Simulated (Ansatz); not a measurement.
Nb: pressure series

The parent structure is Nb in the bcc (W type) structure (space group Im-3m, No. 229; a = 3.2471 Å).

Cell and atoms are relaxed at each pressure.

Method: LDA in Ansatz (plane waves to 420 eV, PAW, spin-orbit coupling left out).

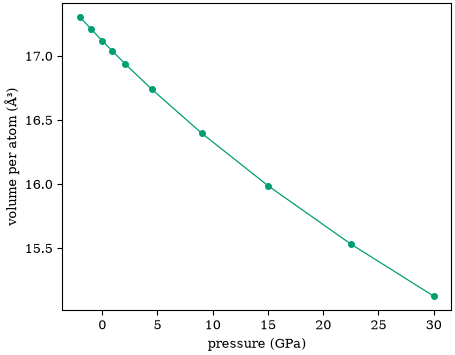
Fig. 1. Volume per atom against pressure

```
pressure (GPa)  volume per atom
--------------  ---------------
-2                     17.30 Å³
-1                     17.21 Å³
0.9                    17.04 Å³
2.1                    16.94 Å³
4.5                    16.74 Å³
9                      16.40 Å³
15                     15.99 Å³
22.5                   15.53 Å³
30                     15.13 Å³
```

Load acts through the strain it causes; cell and atoms are relaxed under it. Whether these cells are dynamically stable was not tested. No other phases were tried under pressure. The final runs are not spin-polarised.

Ansatz is an electronic-structure program.
